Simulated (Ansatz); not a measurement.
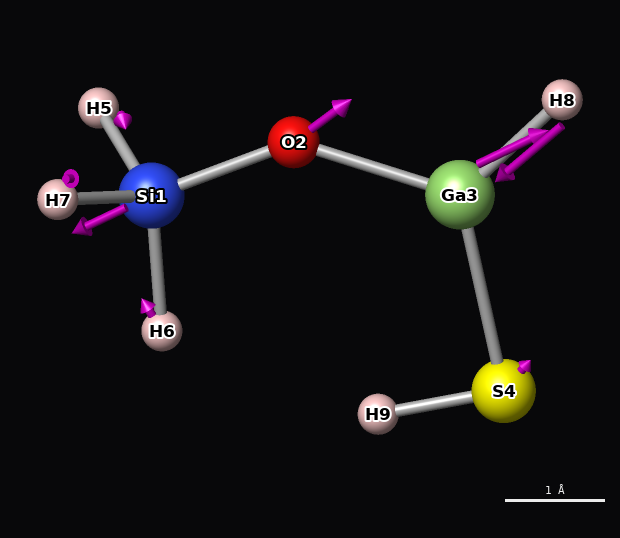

Arrows show the forces on the atoms, 7 Å of arrow for 1 eV/Å; forces under a tenth of the largest aren't drawn. Level of theory: r2SCAN-D4/def2-TZVPP (Ansatz 0.2.0).

Q: On which atom is the force largest, and how large is it?

A: On H8: 0.14 eV/Å.

Q: Along which bond is the force strongest?

A: Ga3–H8, now 1.547 Å: the forces pull its atoms together, so a first step downhill shortens it.

List the force components in the frame of the picture (x right, y up, z towards the viewer), in eV/Å.

```tsv
atom	Fx	Fy	Fz
Si1	−0.08	−0.04	−0.03
O2	0.06	0.04	0.03
Ga3	0.10	0.05	0.04
S4	0.01	0.02	0.01
H5	0.01	−0.02	0.03
H6	−0.02	0.03	0.01
H7	0.02	0.00	−0.03
H8	−0.10	−0.08	−0.05
H9	−0.01	0.01	0.00
```
